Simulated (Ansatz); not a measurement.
Input

```
crystal:
  periodic: [false, false, false]
  atoms:
    - {symbol: Al, position_ang: [0.846185, -1.113108, 0.257784]}
    - {symbol: Al, position_ang: [-0.846232, 1.113288, -0.256847]}
    - {symbol: Si, position_ang: [-1.641262, -1.208746, 0.168407]}
    - {symbol: Si, position_ang: [1.641299, 1.208556, -0.169344]}
basis:
  gaussian: {orbitals: def2-TZVP, initial_orbitals: start.molden}
magnetization: {spin_polarized: true, initial_magnetization: 4}
hamiltonian: {xc: pbe0, dispersion: d4}
scf: {omitted_lower_state_checks: [starts]}
output: {orbitals: {seedname: orbitals}}
```

Run with:

```sh
ansatz run in.yaml --threads 4 --pin off --events-out ev --progress --plain --max-ram 3916MiB
```

Geometry: PBE-D4/def2-TZVP.

Theory: UKS PBE0-D4/def2-TZVP in Ansatz.

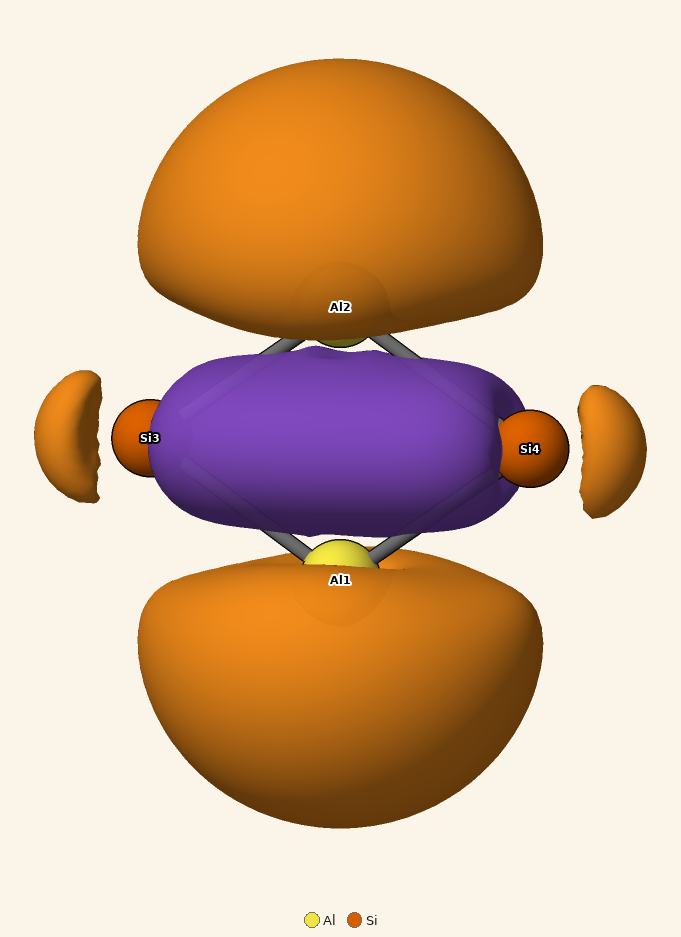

Al2Si2 (quintet). The HOMO−1 (α) at ±0.05 Å⁻³ᐟ² (orange and purple are the two phases), seen at a tilt.

Q: Where does this orbital lie, and at what energy?

A: Its weight (Hirshfeld) is mainly on Al1 (about 40 %), Al2 (about 40 %), Si3 (about 10 %) and Si4 (about 10 %); it is symmetric in the molecular plane (an in-plane orbital: σ, lone-pair or in-plane π type); it is gerade (even under inversion). Its energy is −5.90 eV.
